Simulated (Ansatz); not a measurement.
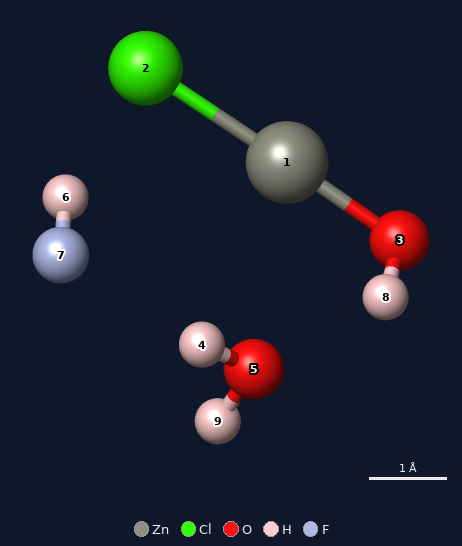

*The starting structure (ball-and-stick view, seen at a tilt; atoms are numbered from 1 in the order of the input). Sticks mark near contacts.*

Bond lengths as drawn: Cl–Zn 2.21 Å, F–H 0.92 Å, H–O 0.97 to 0.98 Å and O–Zn 1.78 Å.

## ZnH4ClO2F: geometry relaxation (part 1 of 2)

ZnH4ClO2F, computed with RKS B3LYP-D4/def2-SVP (Ansatz 0.2.0).

It belongs to a series of runs on one base structure; here: end point A relaxed. Figures and captions count atoms from 1; the log counts them from 0 in places.

**Input**
```yaml
crystal:
  periodic: [false, false, false]
  atoms:
    - { symbol: Zn, position_ang: [0.381737, -1.577549, 0.942013] }
    - { symbol: Cl, position_ang: [2.494662, -0.944842, 1.097462] }
    - { symbol: O, position_ang: [-1.326064, -2.053817, 0.795151] }
    - { symbol: H, position_ang: [-0.685498, 1.375126, -0.498239] }
    - { symbol: O, position_ang: [-1.24216, 0.603107, -0.691036] }
    - { symbol: H, position_ang: [1.905433, 1.369629, 0.009728] }
    - { symbol: F, position_ang: [1.390591, 2.013105, -0.391923] }
    - { symbol: H, position_ang: [-1.764168, -1.284811, 0.385455] }
    - { symbol: H, position_ang: [-1.154534, 0.500051, -1.648511] }
basis:
  gaussian: { orbitals: def2-SVP }
hamiltonian:
  xc: b3lyp
  dispersion: d4
relax:
  f_tol: 0.03
  max_steps: 50
output:
  orbitals: {}
```

Run as:
```bash
ansatz run input.yaml --threads 2 --pin off --max-ram 3072MiB --backend cpu --events-out ev --progress --plain --runs-dir out
```

**The program's output**
```
The last accepted step is kept in [file] (removed where the run ends without a failure and the disk answers)
Engine: ansatz 0.2.0, x86_64-unknown-linux-gnu
Functional definition: B3LYP
  parameter a0 = 0.2
  parameter ax = 0.72
  parameter ac = 0.81
  exchange = (1 - a0 - ax)*slater_x + ax*b88_x + a0*exact_x
  correlation = (1 - ac)*vwn_rpa_c + ac*lyp_c
1132 factors; integrals over basis functions are off by at most 5.1e-4 eV
mean field evaluation 1: about -67794.1194 eV, gradient 8.4e1 eV
mean field evaluation 2: about -67728.2531 eV, gradient 1.9e2 eV
mean field evaluation 4: about -67805.6556 eV, gradient 1.3e1 eV
mean field evaluation 8: about -67805.9789 eV, gradient 3.3e-1 eV
mean field evaluation 16: about -67805.9792 eV, gradient 4.0e-5 eV
mean field -67805.97918862 eV, -2491.8237746384 hartree, gradient 3.8e-5 eV, S^2 0.000000; 0 other end points of the search recorded, 0 dependent functions left out
the calculation of the forces begins
reference -67805.97944825 eV, -2491.8237841796 hartree; 38, 38 occupied and 73, 73 virtual orbitals, 1132 factors
relax step   1: F+E_penalty+E_count = -67806.18685646 eV  Δ(F+E_penalty+E_count) = +0.000e0 eV  max|allowed force component| = 9.132e-1 eV/Å  Δτ_max = 0.0000 Å  (29 SCF iters, accepted)
these checks for a lower state are left out or cut short: starts, cluster_reference, orbital_swaps, neighbouring_geometries, increment
1132 factors; integrals over basis functions are off by at most 5.5e-4 eV
mean field -67806.17862310 eV, -2491.8311037204 hartree, gradient 1.3e-5 eV, S^2 0.000000; 0 other end points of the search recorded, 0 dependent functions left out
[... from here on the field's lines of each further geometry are left out, up to the last ...]
relax step   2: F+E_penalty+E_count = -67806.40634414 eV  Δ(F+E_penalty+E_count) = -2.195e-1 eV  max|allowed force component| = 6.402e-1 eV/Å  Δτ_max = 0.1981 Å  (30 SCF iters, accepted)
relax step   3: F+E_penalty+E_count = -67806.59040690 eV  Δ(F+E_penalty+E_count) = -1.841e-1 eV  max|allowed force component| = 7.763e-1 eV/Å  Δτ_max = 0.1946 Å  (30 SCF iters, accepted)
relax step   4: F+E_penalty+E_count = -67806.77773000 eV  Δ(F+E_penalty+E_count) = -1.873e-1 eV  max|allowed force component| = 1.140e0 eV/Å  Δτ_max = 0.1935 Å  (30 SCF iters, accepted)
relax step   5: F+E_penalty+E_count = -67806.88340273 eV  Δ(F+E_penalty+E_count) = -1.057e-1 eV  max|allowed force component| = 9.169e-1 eV/Å  Δτ_max = 0.1950 Å  (29 SCF iters, accepted)
relax step   6: F+E_penalty+E_count = -67806.95278942 eV  Δ(F+E_penalty+E_count) = -6.939e-2 eV  max|allowed force component| = 5.405e-1 eV/Å  Δτ_max = 0.1928 Å  (31 SCF iters, accepted)
relax step   7: F+E_penalty+E_count = -67806.96717956 eV  Δ(F+E_penalty+E_count) = -1.439e-2 eV  max|allowed force component| = 4.380e-1 eV/Å  Δτ_max = 0.1193 Å  (30 SCF iters, accepted)
relax step   8: F+E_penalty+E_count = -67806.96976886 eV  Δ(F+E_penalty+E_count) = -2.589e-3 eV  max|allowed force component| = 3.472e-1 eV/Å  Δτ_max = 0.2000 Å  (29 SCF iters, accepted)
relax step   9: F+E_penalty+E_count = -67806.94640642 eV  Δ(F+E_penalty+E_count) = +2.336e-2 eV  max|allowed force component| = 4.914e-1 eV/Å  Δτ_max = 0.1881 Å  (30 SCF iters, rejected (line search))
relax step  10: F+E_penalty+E_count = -67806.98923933 eV  Δ(F+E_penalty+E_count) = -1.947e-2 eV  max|allowed force component| = 1.948e-1 eV/Å  Δτ_max = 0.0940 Å  (30 SCF iters, accepted)
relax step  11: F+E_penalty+E_count = -67806.99443923 eV  Δ(F+E_penalty+E_count) = -5.200e-3 eV  max|allowed force component| = 5.403e-2 eV/Å  Δτ_max = 0.0844 Å  (30 SCF iters, accepted)
relax step  12: F+E_penalty+E_count = -67806.99580010 eV  Δ(F+E_penalty+E_count) = -1.361e-3 eV  max|allowed force component| = 1.243e-2 eV/Å  Δτ_max = 0.0392 Å  (31 SCF iters, accepted)
relax step  13: F+E_penalty+E_count = -67806.99636168 eV  Δ(F+E_penalty+E_count) = -5.616e-4 eV  max|allowed force component| = 4.422e-2 eV/Å  Δτ_max = 0.0531 Å  (31 SCF iters, accepted)
relax step  14: F+E_penalty+E_count = -67806.99522013 eV  Δ(F+E_penalty+E_count) = +1.142e-3 eV  max|allowed force component| = 1.435e-1 eV/Å  Δτ_max = 0.0690 Å  (31 SCF iters, rejected (line search))
relax step  15: F+E_penalty+E_count = -67806.99618502 eV  Δ(F+E_penalty+E_count) = +1.767e-4 eV  max|allowed force component| = 5.626e-2 eV/Å  Δτ_max = 0.0208 Å  (31 SCF iters, rejected (line search))
the calculation of the forces begins
reference -67806.74456484 eV, -2491.8519016956 hartree; 38, 38 occupied and 73, 73 virtual orbitals, 1132 factors
relax step  16: F+E_penalty+E_count = -67806.99663375 eV  Δ(F+E_penalty+E_count) = -2.721e-4 eV  max|allowed force component| = 1.587e-2 eV/Å  Δτ_max = 0.0100 Å  (32 SCF iters, accepted)
1132 factors; integrals over basis functions are off by at most 7.0e-4 eV
mean field evaluation 128: about -67804.5987 eV, gradient 3.3e1 eV
```

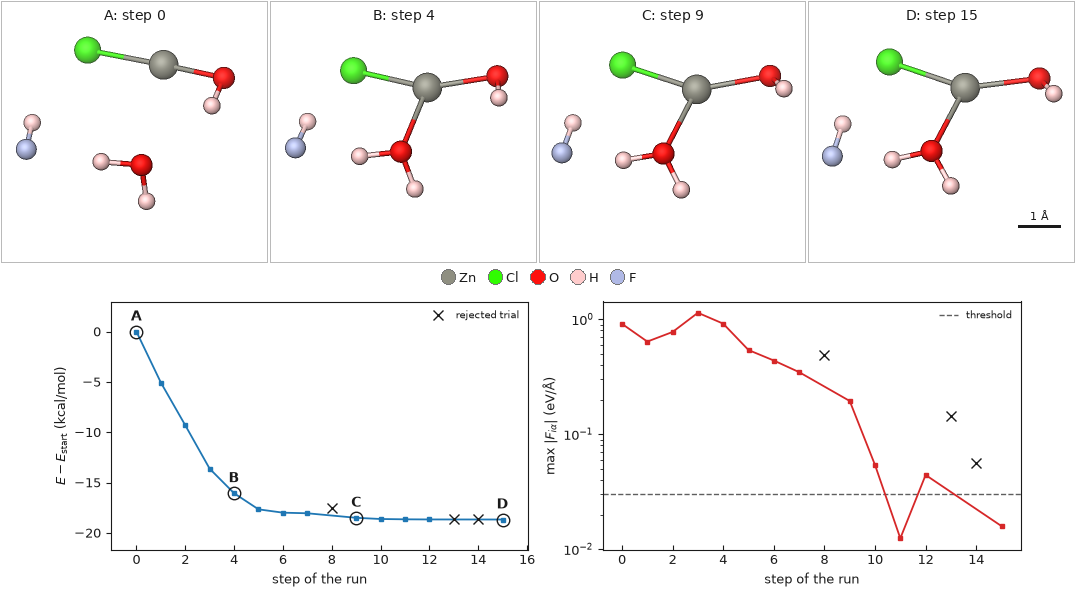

*Frames of the relaxation (ball-and-stick view, seen at a tilt) above the curves, on which the letters mark them (the first geometry is step 0 here and step 1 in the log).*

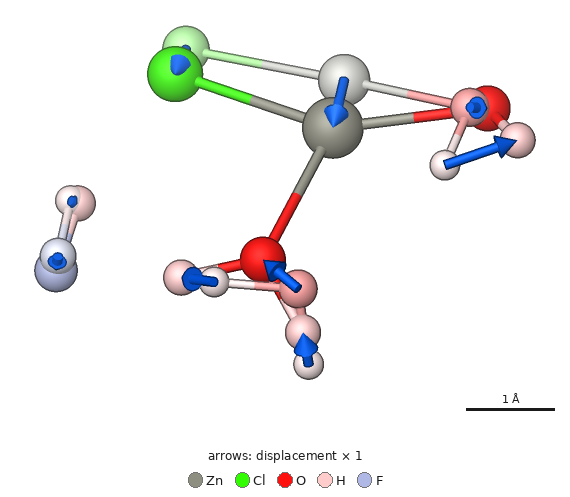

*Start (faint) and end (solid) with the displacements as blue arrows, at true length (ball-and-stick view, seen at a tilt). The two geometries are laid on each other by the best rigid fit.*

H8 moves most after the best rigid fit: 0.89 Å. By element the largest moves are H 0.89 Å, Zn 0.79 Å, Cl 0.73 Å, O 0.59 Å, F 0.25 Å. Among the contacts that change: Zn1–O5 3.172 → 2.081 Å, H6–F7 0.917 → 0.962 Å, Zn1–O3 1.779 → 1.800 Å, H4–O5 0.971 → 0.991 Å. New bonds form: Zn1–O5 (3.17 → 2.08 Å). Among the angles that change: Cl2–Zn1–O3 178.7° → 145.4°, Zn1–O3–H8 104.8° → 112.6°, H4–O5–H9 103.3° → 107.9°. Over 15 geometry steps the energy falls by 18.7 kcal/mol. Largest force component: 0.91 eV/Å at the start, 0.016 eV/Å at the end. The line search rejected the trial steps at points 8, 13, 14 (counted from 0) and went back. (Atoms are counted from 1 in the order of the input.)

```
mean field -67806.74431721 eV, -2491.8518925954 hartree, gradient 1.8e-5 eV, S^2 0.000000; 1 other end points of the search recorded, 0 dependent functions left out
the calculation of the forces begins
reference -67806.74456484 eV, -2491.8519016956 hartree; 38, 38 occupied and 73, 73 virtual orbitals, 1132 factors
Total energy: -67806.99688138 eV, -2491.8611741574 hartree
Atom 0 at    -0.078940    -1.007320     0.613997 Å, force    -0.009765    -0.001423    -0.005673 eV/Å
Atom 1 at     1.993342    -0.403123     1.077618 Å, force     0.008500     0.004569     0.004419 eV/Å
Atom 2 at    -1.289915    -2.336502     0.704608 Å, force     0.005501     0.000783     0.000323 eV/Å
Atom 3 at     0.037527     1.306827    -0.611241 Å, force    -0.006261    -0.006120     0.005025 eV/Å
Atom 4 at    -0.706383     0.676336    -0.436417 Å, force     0.014713     0.005551     0.015122 eV/Å
Atom 5 at     1.914102     1.249831    -0.040197 Å, force    -0.008643     0.013087    -0.015872 eV/Å
Atom 6 at     1.555220     1.935431    -0.612214 Å, force     0.012093    -0.013200     0.012359 eV/Å
Atom 7 at    -2.191699    -2.028348     0.547433 Å, force    -0.005591    -0.000291    -0.000936 eV/Å
Atom 8 at    -1.233256     0.606867    -1.243487 Å, force    -0.010547    -0.002955    -0.014767 eV/Å
Dipole moment:    -0.520916     0.449248    -0.498656 e Å
```

**Trajectory as extended XYZ (Å, eV, eV/Å), 16 frames, from step=1 to step=16**
```
9
Properties=species:S:1:pos:R:3:forces:R:3 step=1 energy=-67806.18686
Zn    0.3817   -1.5775    0.9420    0.6170   0.4732  -0.1225
Cl    2.4947   -0.9448    1.0975   -0.9132  -0.0498  -0.1603
O    -1.3261   -2.0538    0.7952    0.0263   0.0970  -0.0175
H    -0.6855    1.3751   -0.4982    0.1222  -0.0432   0.0061
O    -1.2422    0.6031   -0.6910    0.1907  -0.1100   0.1619
H     1.9054    1.3696    0.0097    0.5555  -0.8814   0.5030
F     1.3906    2.0131   -0.3919   -0.6759   0.6089  -0.4037
H    -1.7642   -1.2848    0.3855    0.0781  -0.0772   0.0346
H    -1.1545    0.5001   -1.6485   -0.0008  -0.0175  -0.0015
9
Properties=species:S:1:pos:R:3:forces:R:3 step=2 energy=-67806.40634
Zn    0.3585   -1.4233    0.8553   -0.1308   0.3085  -0.2343
Cl    2.4184   -0.7868    1.0055   -0.2397   0.0996  -0.0925
O    -1.3198   -2.0184    0.7889   -0.0403   0.0615  -0.0180
H    -0.6038    1.3392   -0.4798    0.1131  -0.1492   0.0900
O    -1.1058    0.5172   -0.6286    0.2137   0.0968  -0.5796
H     1.8740    1.2572    0.0440    0.2009  -0.4663   0.2276
F     1.3523    1.9230   -0.3446   -0.2971   0.3174  -0.1639
H    -1.8123   -1.2900    0.3667    0.1415  -0.1771   0.1303
H    -1.1615    0.4819   -1.6073    0.0386  -0.0911   0.6402
9
Properties=species:S:1:pos:R:3:forces:R:3 step=3 energy=-67806.59041
Zn    0.2864   -1.2810    0.7439   -0.3346   0.2591  -0.2750
Cl    2.3249   -0.6502    0.9049    0.2272   0.0712  -0.0050
O    -1.3226   -2.0305    0.7954   -0.4055   0.0643  -0.0887
H    -0.4788    1.2952   -0.4575    0.1628  -0.0738   0.1270
O    -0.9892    0.4706   -0.5748    0.2397   0.1426  -0.7373
H     1.8195    1.1799    0.0519    0.0022   0.0031   0.0158
F     1.3523    1.9200   -0.3088   -0.1295   0.0604  -0.0364
H    -1.8922   -1.3429    0.3978    0.1565  -0.3676   0.2233
H    -1.1005    0.4388   -1.5527    0.0811  -0.1593   0.7763
9
Properties=species:S:1:pos:R:3:forces:R:3 step=4 energy=-67806.77773
Zn    0.1942   -1.1612    0.6231   -1.1403  -0.3123  -0.0976
Cl    2.2488   -0.5639    0.8119    0.4022  -0.0363   0.0812
O    -1.3753   -2.0825    0.8043    0.3764   0.3945  -0.1453
H    -0.3343    1.2786   -0.4459    0.2951   0.0168   0.1550
O    -0.8341    0.4388   -0.5124    0.0610   0.2467  -0.4408
H     1.7942    1.2005    0.0526   -0.0484   0.2017  -0.0818
F     1.3382    1.9593   -0.3141   -0.0632   0.0287   0.0052
H    -2.0218   -1.4438    0.4502    0.1102  -0.3263   0.1954
H    -1.0099    0.3742   -1.4696    0.0070  -0.2135   0.3288
```
